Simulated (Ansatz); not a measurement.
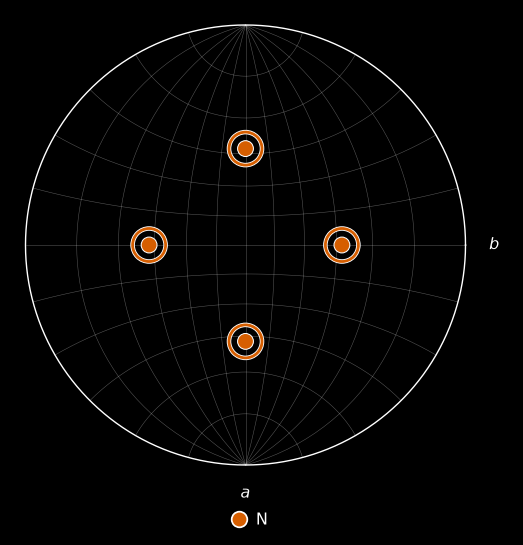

Directions from one zinc atom at (1/2, 1/2, 1/2) to its bonded neighbours, in stereographic projection down c (filled: above the plane of the page or in it, open: below). Crystal: TaAl2ZnN4, coordinates from a relaxation with DFT PBE, scalar-relativistic, plane waves, PAW in Ansatz 0.2.0; the starting structure was generated, so it need not be a known form of this composition. The drawing is computed from the coordinates (standard cell, symmetry found to 0.002 Å).

Neighbours are counted up to 2.93 Å for N; other elements are left out.

```
CELL_PARAMETERS angstrom
3.74532 0.00000 0.00000
0.00000 3.74532 0.00000
0.00000 0.00000 6.06567
ATOMIC_POSITIONS crystal
Ta 0.50000 0.50000 0.00000
Al 0.00000 0.00000 0.73433
Al 0.00000 0.00000 0.26567
Zn 0.50000 0.50000 0.50000
N 0.50000 0.00000 0.78465
N 0.00000 0.50000 0.78465
N 0.50000 0.00000 0.21535
N 0.00000 0.50000 0.21535
```

How many neighbours are there, and at what angles?

8: 8 N at 2.55 Å. Angles between bonds: 63° (8×), 85° (4×), 95° (4×), 117° (8×), 180° (4×).

What is the site's symmetry in the crystal?

Point group 4/mmm (D4h), order 16: one fourfold axis, four twofold axes, five mirror planes, an inversion centre. In No. 123, P4/mmm this is Wyckoff position 1d.
